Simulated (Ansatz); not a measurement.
## Geometry relaxation, with input and output: WH3BrCl3F (part 2 of 2)

WH3BrCl3F; RHF/def2-SVP (Ansatz 0.2.0). The input holds or restrains some coordinates. It belongs to a series of runs on one base structure; here: pulled along the bonds that form and break, towards end A.

Geometry of the input (Å):
```
W  0.0000  0.0000  0.0000
F  0.0000  0.0000  2.2000
H  1.7200  0.0000  0.0000
Cl 0.0000  2.3900  0.0000
Cl -2.3900  0.0000  0.0000
H  0.0000  -1.7200  0.0000
Cl 0.0000  0.0000  -2.3900
Br -2.0460  1.7977  0.9050
H  -0.9340  0.8206  2.1051
```

**Trajectory as extended XYZ, continued**
```
9
Properties=species:S:1:pos:R:3:forces:R:3 step=3 energy=-112041.20606
W     0.2254   -0.1604   -0.0013   -1.6376   1.7326  -0.5762
F     0.1482   -0.1400    2.0263   -1.2363   0.6855  -2.1786
H     1.7636   -0.0048    0.0050    2.8938  -0.1991  -0.0368
Cl    0.0850    2.4167   -0.0312    2.2800   0.3297  -0.8138
Cl   -2.4226    0.0025    0.0029   -0.4914  -0.1219  -0.2017
H     0.0043   -1.7591    0.0108    0.2755  -2.0136   0.1896
Cl    0.0029   -0.0062   -2.3606    0.2083  -0.3876   1.1752
Br   -2.2770    1.8942    1.1380   -1.1314  -1.4609   3.3897
H    -1.1797    1.0455    2.0302   -1.1610   1.4353  -0.9475
9
Properties=species:S:1:pos:R:3:forces:R:3 step=4 energy=-112042.37026
W     0.2745   -0.1937   -0.0014   -2.6356   2.2642  -1.2876
F     0.2065   -0.2035    1.8932   -0.5544   0.2080  -0.8455
H     1.8418   -0.0151   -0.0027    2.1291  -0.3674  -0.1254
Cl    0.1136    2.4083   -0.0391    1.2984  -0.5721  -0.2582
Cl   -2.4165    0.0138    0.0031    0.5892  -1.4858  -0.7952
H     0.0186   -1.8128    0.0095    0.4015  -1.2808  -0.0060
Cl    0.0119   -0.0226   -2.3359    0.3581  -0.4615   0.9753
Br   -2.3796    1.9350    1.2564   -0.1783   0.2445   2.9058
H    -1.3210    1.1789    2.0370   -1.4080   1.4510  -0.5632
9
Properties=species:S:1:pos:R:3:forces:R:3 step=5 energy=-112043.91864
W     0.2371   -0.1478   -0.0669   -3.0093   2.0855  -1.4750
F     0.1413   -0.1778    1.7767   -0.0104  -0.0476  -0.1094
H     1.9081   -0.0816   -0.0296    0.2239  -0.5608  -0.0833
Cl    0.1965    2.3788   -0.0341    0.8537  -1.3772  -0.0736
Cl   -2.3554   -0.0204    0.0166    2.3476  -3.2514  -1.7887
H     0.0894   -1.8500   -0.0070    0.5721   0.1440  -0.0735
Cl    0.0514   -0.0753   -2.3563    0.4561  -0.3654   0.7914
Br   -2.5089    1.9756    1.3966    0.1328   2.2561   3.4378
H    -1.4095    1.2868    2.1240   -1.5665   1.1169  -0.6257
9
Properties=species:S:1:pos:R:3:forces:R:3 step=6 energy=-112046.14338
W     0.1362   -0.0725   -0.1130   -1.8438   1.3040  -0.7721
F     0.1081   -0.1570    1.7186    0.2430  -0.0338   0.4520
H     1.8966   -0.1321   -0.0440   -0.8165  -0.7080  -0.0282
Cl    0.2680    2.3141   -0.0381    0.9464  -0.9839  -0.0381
Cl   -2.2265   -0.1304   -0.0252    1.4158  -2.5259  -1.3081
H     0.1386   -1.8349   -0.0171    0.8405   0.8996  -0.1421
Cl    0.0789   -0.1031   -2.3413    0.4654  -0.3798  -0.3355
Br   -2.5976    2.0700    1.5430    0.4821   1.2706   2.6768
H    -1.4524    1.3341    2.1373   -1.7330   1.1571  -0.5047
9
Properties=species:S:1:pos:R:3:forces:R:3 step=7 energy=-112047.28616
W    -0.0164    0.0468   -0.1303    3.5028  -1.5711  -0.3091
F     0.0706   -0.0960    1.7180   -0.0125   0.1669   0.1720
H     1.8064   -0.2335   -0.0593   -1.8973  -0.1953  -0.0799
Cl    0.4317    2.2741   -0.0527    0.8409   0.4673  -0.0088
Cl   -2.1717   -0.2786   -0.0728   -2.1094  -1.8749  -0.5175
H     0.2588   -1.7519   -0.0394    0.1668   1.8981  -0.1539
Cl    0.1173   -0.1466   -2.3637    0.2288  -0.1022  -0.3884
Br   -2.6763    2.1295    1.6814    1.3606  -0.1874   1.6446
H    -1.4704    1.3446    2.1388   -2.0805   1.3986  -0.3590
9
Properties=species:S:1:pos:R:3:forces:R:3 step=8 energy=-112048.14568
W    -0.0283    0.0586   -0.1251    1.3194  -0.8375  -0.7389
F     0.0378   -0.0599    1.7191   -0.0091   0.0562   0.0332
H     1.7034   -0.2858   -0.0642   -1.3962  -0.0835  -0.0662
Cl    0.5200    2.2999   -0.0586    0.6640  -0.1580  -0.0640
Cl   -2.2479   -0.4463   -0.1363   -0.2334  -1.1958  -0.2904
H     0.3323   -1.6580   -0.0560    0.0609   1.3704  -0.0446
Cl    0.1464   -0.1566   -2.3886    0.1336   0.0380   0.2938
Br   -2.6362    2.1640    1.7130    1.2023  -0.3835   1.2794
H    -1.4775    1.3726    2.2167   -1.7416   1.1936  -0.4023
9
Properties=species:S:1:pos:R:3:forces:R:3 step=9 energy=-112048.65531
W    -0.0639    0.0979   -0.1221    0.1347  -0.4448  -0.6664
F     0.0049   -0.0206    1.7299    0.0201   0.0445  -0.2835
H     1.5646   -0.3276   -0.0864   -0.4735   0.0361   0.0366
Cl    0.6752    2.2938   -0.0821    0.4608  -0.1433  -0.0098
Cl   -2.2691   -0.6325   -0.1700    0.2953  -0.6826  -0.1373
H     0.3734   -1.5286   -0.0627   -0.0599   0.5364   0.0160
Cl    0.1722   -0.1490   -2.3902   -0.0009   0.1051   0.4477
Br   -2.6212    2.1781    1.7315    1.3111  -0.6357   1.0456
H    -1.4860    1.3767    2.2722   -1.6877   1.1843  -0.4489
9
Properties=species:S:1:pos:R:3:forces:R:3 step=10 energy=-112048.92352
W    -0.1004    0.1300   -0.1520   -0.2406  -0.2049  -0.7251
F    -0.0276    0.0384    1.6894   -0.0316  -0.0175   0.1019
H     1.4772   -0.3347   -0.0876   -0.0133   0.0446   0.0324
Cl    0.8428    2.2660   -0.1019    0.1580  -0.1426  -0.0255
Cl   -2.2544   -0.8250   -0.2011    0.4857  -0.1704  -0.0259
H     0.3707   -1.4467   -0.0680   -0.0547   0.0310   0.0190
Cl    0.1927   -0.1419   -2.4024   -0.0723   0.1287   0.2776
Br   -2.6243    2.1951    1.7663    1.2495  -0.7254   0.8683
H    -1.5266    1.4071    2.3776   -1.4807   1.0566  -0.5226
9
Properties=species:S:1:pos:R:3:forces:R:3 step=11 energy=-112048.98577
W    -0.1187    0.1436   -0.1823   -0.1845  -0.1361  -0.3501
F    -0.1174    0.0878    1.6669    0.1346  -0.0306  -0.0582
H     1.4460   -0.3194   -0.0843    0.0918  -0.0201   0.0892
Cl    0.9537    2.2357   -0.1346   -0.0674  -0.1552   0.0181
Cl   -2.2066   -0.9612   -0.2143    0.3281   0.0546  -0.0667
H     0.3526   -1.4194   -0.0748    0.0277  -0.0720   0.0087
Cl    0.1949   -0.1158   -2.4217   -0.1161   0.0856   0.1490
Br   -2.6040    2.2046    1.7744    1.2803  -0.8134   0.9786
H    -1.5505    1.4325    2.4909   -1.4946   1.0873  -0.7685
9
Properties=species:S:1:pos:R:3:forces:R:3 step=12 energy=-112048.99959
W    -0.1221    0.1308   -0.1944    0.0345  -0.0728  -0.0670
F    -0.1368    0.1283    1.6576    0.0685  -0.1835  -0.0776
H     1.4459   -0.3188   -0.0607    0.0586  -0.0186  -0.0136
Cl    0.9496    2.2153   -0.1326    0.0075   0.0415  -0.0395
Cl   -2.1683   -1.0122   -0.2535    0.0000  -0.0114   0.0462
H     0.3499   -1.4305   -0.0754    0.0637  -0.0840   0.0314
Cl    0.1649   -0.0946   -2.4299    0.0088   0.0669  -0.0484
Br   -2.5711    2.2288    1.7707    1.2160  -0.8774   1.0620
H    -1.5620    1.4411    2.5382   -1.4576   1.1393  -0.8935
9
Properties=species:S:1:pos:R:3:forces:R:3 step=13 energy=-112049.00673
W    -0.1228    0.1250   -0.1901    0.0788  -0.0890  -0.0665
F    -0.1486    0.1216    1.6618    0.0973  -0.1825  -0.0962
H     1.4458   -0.3290   -0.0607    0.0569   0.0371  -0.0085
Cl    0.9468    2.2125   -0.1268    0.0101   0.0282  -0.0227
Cl   -2.1634   -1.0305   -0.2465   -0.0002  -0.0168   0.0429
H     0.3736   -1.4311   -0.0817   -0.0042  -0.0812   0.0247
Cl    0.1477   -0.0741   -2.4304    0.0058   0.0496  -0.0363
Br   -2.5586    2.2499    1.7610    1.1665  -0.8968   1.0487
H    -1.5704    1.4439    2.5335   -1.4110   1.1514  -0.8859
```

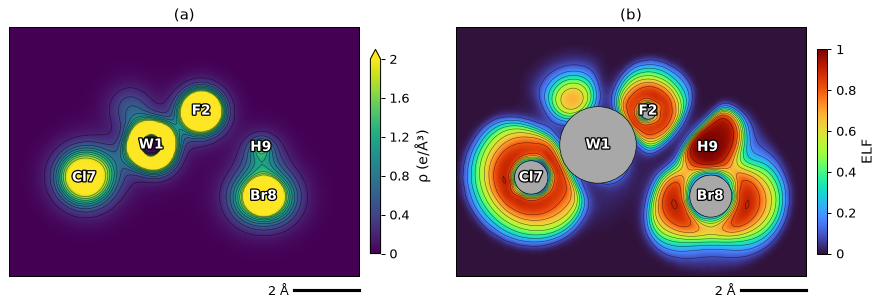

Figure 1. (a) total electron density; (b) ELF on the plane of atoms F2, W1 and Cl7. Grey discs, where drawn, cover atomic cores. Atoms in the plane: W, F, Cl, Br and H. W–Cl (2.27 Å): ρ at the midpoint is about 0.73 e/Å³; the ELF peaks at about 0.85 in the valence shell of Cl, 0.8 Å from its nucleus, and is about 0.40 at the midpoint. Br–H (1.49 Å): ρ at the midpoint is about 1.4 e/Å³, with its minimum of 1.2 e/Å³ about 1.0 Å from Br; the ELF climbs to about 1 towards the hydrogen, as it does in any bond to H.

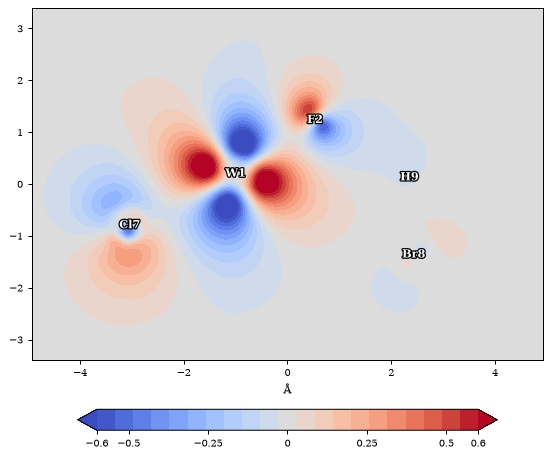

Figure 2. The LUMO on the plane of atoms F2, W1 and Cl7 (values in Å⁻³ᐟ²; the overall sign is arbitrary). Its weight (Hirshfeld) is mainly on W1 (70 %) and Cl7 (15 %). Its energy is −1.11 eV.

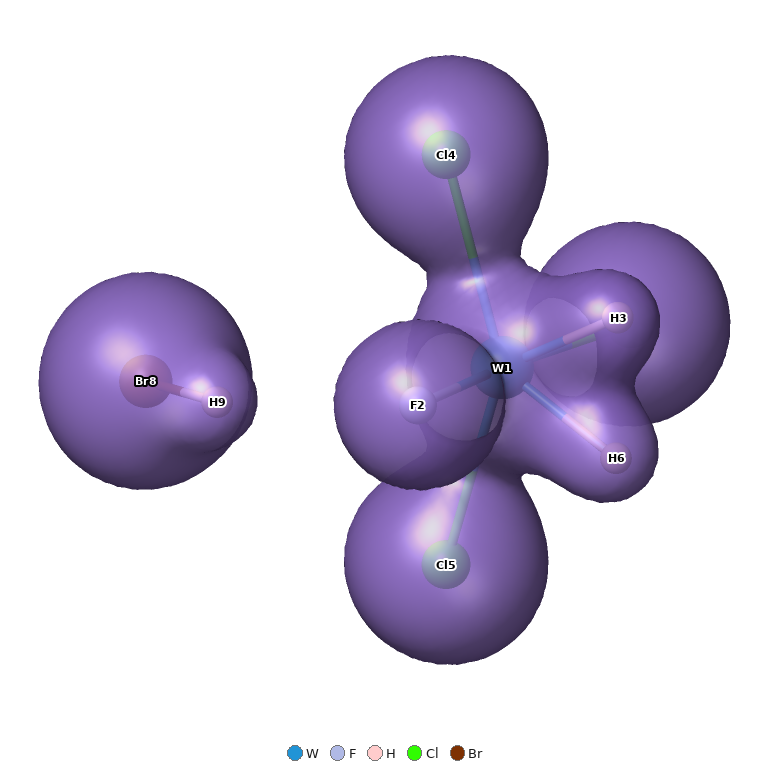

Figure 3. Isosurface of the electron density at 0.4 e/Å³ (purple), seen at a tilt. At this value the surface falls into two separate pieces. It is pinched off along the W···Br (3.78 Å) contacts. On the grid the lowest density along these lines, outside the cores, is 0.04 e/Å³ (W···Br, 3.78 Å), 1 e/Å³ (W–F, 1.85 Å), 0.73 e/Å³ (W–Cl, 2.27 Å) and 1.2 e/Å³ (Br–H, 1.49 Å).

**Results in brief**

| quantity | value |
| --- | --- |
| outcome | converged under the restraints of the input |
| total energy | −112049.0067 eV |
| mean-field energy | −112049.0067 eV |
| largest force (length of the vector) at the end, held atoms and coordinates included | 2.025 eV/Å |
| wall time | 45 s (CPU time 2.8 min) |
| peak memory | 0.58 GiB |
